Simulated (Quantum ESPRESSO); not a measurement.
# Magnetic state of Fe2B from several starts, part 2 of 2

Wanted: the moments of Fe2B and the energy of each order that was tried.

Quantum ESPRESSO 7.5; PBEsol; plane waves with GBRV 1.5 PBEsol potentials, no spin-orbit coupling.

So far, absolute magnetization (μB): step 2 (run 1, typed as ferro ++++) 8.49; step 3 (run 2, typed as antiferro ++−−) 4.38.

The database entry behind the starting cell differs from later determinations by our own check (0.1 to 0.3 % short, probably kX units), so it need not match the best structure at ambient conditions.

### Step 4. Run 3 (antiferro +−+−)

Contents of pw.in:

```
&CONTROL
  calculation = 'scf'
  prefix = 'pwscf'
  outdir = './tmp'
  pseudo_dir = './pseudo'
  disk_io = 'nowf'
/
&SYSTEM
  ibrav = 0
  nat = 6
  ntyp = 3
  ecutwfc = 40
  ecutrho = 280
  nbnd = 46
  occupations = 'smearing'
  smearing = 'fd'
  degauss = 0.00734986
  nspin = 2
  starting_magnetization(1) = 0.175
  starting_magnetization(2) = -0.175
  starting_magnetization(3) = 0
/
&ELECTRONS
  conv_thr = 1.2d-08
  electron_maxstep = 150
  mixing_beta = 0.3
/
ATOMIC_SPECIES
Fe1    55.8450 fe_pbesol_v1.5.uspp.F.UPF
Fe2    55.8450 fe_pbesol_v1.5.uspp.F.UPF
B      10.8100 b_pbesol_v1.4.uspp.F.UPF
CELL_PARAMETERS angstrom
  -2.5495000000    2.5495000000    2.1200000000
   2.5495000000   -2.5495000000    2.1200000000
   2.5495000000    2.5495000000   -2.1200000000
ATOMIC_POSITIONS crystal
Fe1     0.1670000000    0.6670000000    0.8340000000
Fe2     0.3330000000    0.1670000000    0.5000000000
Fe1     0.8330000000    0.3330000000    0.1660000000
Fe2     0.6670000000    0.8330000000    0.5000000000
B       0.7500000000    0.7500000000    0.0000000000
B       0.2500000000    0.2500000000    0.0000000000
K_POINTS automatic
8 8 8 0 0 0
```

Launch:

```bash
$ OMP_NUM_THREADS=1 mpirun -n 4 pw.x -nk 4 -in pw.in > pw.out
```

Output:

```text
     [... lines left out ...]
Program PWSCF v.7.5 starts
     [... lines left out ...]
     number of atoms/cell      =            6
     [... lines left out ...]
     number of electrons       =        70.00
     number of Kohn-Sham states=           46
     kinetic-energy cutoff     =      40.0000  Ry
     charge density cutoff     =     280.0000  Ry
     scf convergence threshold =      1.2E-08
     [... lines left out ...]
      8 Sym. Ops., with inversion, found ( 4 have fractional translation)
     [... lines left out ...]
     number of k points=    95  Fermi-Dirac smearing, width (Ry)=  0.0073
     [... lines left out ...]
     iteration # 15     ecut=    40.00 Ry     beta= 0.30
     [... lines left out ...]
     Magnetic moment per site  (integrated on atomic sphere of radius R)
     atom   1 (R=0.215)  charge= 13.7514  magn=  1.5419
     atom   2 (R=0.215)  charge= 13.7514  magn= -1.5423
     atom   3 (R=0.215)  charge= 13.7514  magn=  1.5419
     atom   4 (R=0.215)  charge= 13.7514  magn= -1.5423
     atom   5 (R=0.209)  charge=  2.0420  magn=  0.0000
     atom   6 (R=0.209)  charge=  2.0420  magn=  0.0000
     [... lines left out ...]
     the Fermi energy is    17.9442 ev
!    total energy              =   -1013.61650470 Ry
     estimated scf accuracy    <          5.3E-09 Ry
     smearing contrib. (-TS)   =      -0.01728788 Ry
     [... lines left out ...]
     total magnetization       =    -0.00 Bohr mag/cell
     absolute magnetization    =     6.67 Bohr mag/cell
     convergence has been achieved in  15 iterations
```

It took 66 s on 4 MPI ranks of Arm Neoverse V2, shared host; peak memory 0.58 GiB; 4.4 min of CPU time.

Spin moment in the atom's sphere by atom:

| atom | spin moment in the atom's sphere (μB) |
| --- | --- |
| Fe1 | 1.54 |
| Fe2 | -1.54 |
| Fe3 | 1.54 |
| Fe4 | -1.54 |
| B5 | 0.00 |
| B6 | 0.00 |

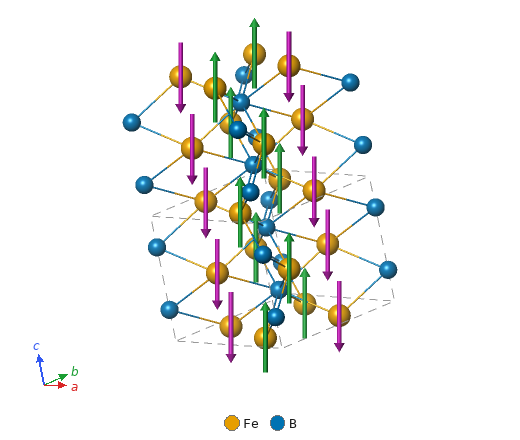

Spin moment in the atom's sphere as arrows, the longest 1.54 μB. Up and down stand for the sign. Arrows give size and sign along the axis of quantisation, drawn up and down the page. The two directions have two colours. 1×1×2 conventional cells are drawn. Some periodic images of atoms are drawn too.

Read from the output:

```
smearing term TS       : 0.2352 eV
magnetization          : 0 μB
absolute magnetization : 6.675 μB
final state            : antiferromagnetic
```

### Step 5. Run 4, typed as no spin polarisation

Contents of pw.in:

```
&CONTROL
  calculation = 'scf'
  prefix = 'pwscf'
  outdir = './tmp'
  pseudo_dir = './pseudo'
  disk_io = 'nowf'
/
&SYSTEM
  ibrav = 0
  nat = 6
  ntyp = 2
  ecutwfc = 40
  ecutrho = 280
  nbnd = 46
  occupations = 'smearing'
  smearing = 'fd'
  degauss = 0.00734986
/
&ELECTRONS
  conv_thr = 1.2d-08
  electron_maxstep = 150
  mixing_beta = 0.3
/
ATOMIC_SPECIES
Fe     55.8450 fe_pbesol_v1.5.uspp.F.UPF
B      10.8100 b_pbesol_v1.4.uspp.F.UPF
CELL_PARAMETERS angstrom
  -2.5495000000    2.5495000000    2.1200000000
   2.5495000000   -2.5495000000    2.1200000000
   2.5495000000    2.5495000000   -2.1200000000
ATOMIC_POSITIONS crystal
Fe      0.1670000000    0.6670000000    0.8340000000
Fe      0.3330000000    0.1670000000    0.5000000000
Fe      0.8330000000    0.3330000000    0.1660000000
Fe      0.6670000000    0.8330000000    0.5000000000
B       0.7500000000    0.7500000000    0.0000000000
B       0.2500000000    0.2500000000    0.0000000000
K_POINTS automatic
8 8 8 0 0 0
```

Output:

```text
     [... lines left out ...]
Program PWSCF v.7.5 starts
     [... lines left out ...]
     number of atoms/cell      =            6
     [... lines left out ...]
     number of electrons       =        70.00
     number of Kohn-Sham states=           46
     kinetic-energy cutoff     =      40.0000  Ry
     charge density cutoff     =     280.0000  Ry
     scf convergence threshold =      1.2E-08
     [... lines left out ...]
     16 Sym. Ops., with inversion, found ( 8 have fractional translation)
     [... lines left out ...]
     number of k points=    59  Fermi-Dirac smearing, width (Ry)=  0.0073
     [... lines left out ...]
     iteration # 11     ecut=    40.00 Ry     beta= 0.30
     [... lines left out ...]
     the Fermi energy is    17.8157 ev
!    total energy              =   -1013.60117918 Ry
     estimated scf accuracy    <          3.2E-09 Ry
     smearing contrib. (-TS)   =      -0.02833696 Ry
     [... lines left out ...]
     convergence has been achieved in  11 iterations
```

Wall time 16 s (4 MPI ranks); peak memory 0.39 GiB; 65 s of CPU time.

Read from the output:

* smearing term TS: 0.3855 eV
* final state: non-magnetic (no spin polarisation)

### Step 6. The states side by side

An order is kept where moments of 0.15 μB or more survive with the typed signs; meshes match where a doubled cell samples the same k points as the first cell.

Orders:

| start | final state | typed order kept | energy over the lowest (meV a seeded atom) | largest site moment (μB) | net moment (μB a cell of the first run) | mesh matched | CPU time (s) |
| --- | --- | --- | --- | --- | --- | --- | --- |
| ferro ++++ | ferromagnetic | yes | 0 | 1.955 | 7.623 | yes | 161.7 |
| antiferro ++-- | antiferromagnetic | yes | 208.3 | 1.009 | 0 | yes | 415.4 |
| antiferro +-+- | antiferromagnetic | yes | 163.4 | 1.542 | 8.52e-4 | yes | 264 |
| no spin polarisation | non-magnetic | - | 215.5 | 0 | 0 | yes | 65.47 |

### Step 7. Results

```
lowest state found      : ferromagnetic (from ferro ++++)
largest site moment     : 1.95 μB
next state with moments : antiferromagnetic, 163 meV a seeded atom higher
state without moments   : 216 meV a seeded atom higher
```

**Reading.** Only these 4 starts were compared; other wavevectors, canted and longer-period orders were not. A computed site moment is spin alone and hangs on the region that is counted: the program's spheres do not touch and miss the tail of the moment. Measured moments hold any orbital part as well, and belong to the order of the sample, which need not be the order of this run. Energies are free energies at an electronic temperature of 1160 K, which lowers moments and differences where the moments are itinerant.

Calculation against experiment:

| quantity | measured | in the sphere |
| --- | --- | --- |
| moment (Fe) (μB) | 1.9 | 1.95 (+2.9 %) |

Measured values from arxiv:2104.13724 (2021).

**Verdict.** The moment is off by +2.9 %. No cell relaxation is part of this session.

[Logs and program files are shortened in this print: banners, set-up blocks, solver, clock and traceback lines can be left out without a mark of their own.]

[Logs are printed without paths, hosts, clocks, repeated set-up lines and the standing remarks that a program may print on its own settings, such as how far it seeks lower states.]

[Hosts, paths, dates, database ids (printed as entryN), source tags and the programs' standing remarks are cut or masked in the printed files.]

[Where a cell is said to come from a database of computed structures, the database is the Materials Project.]
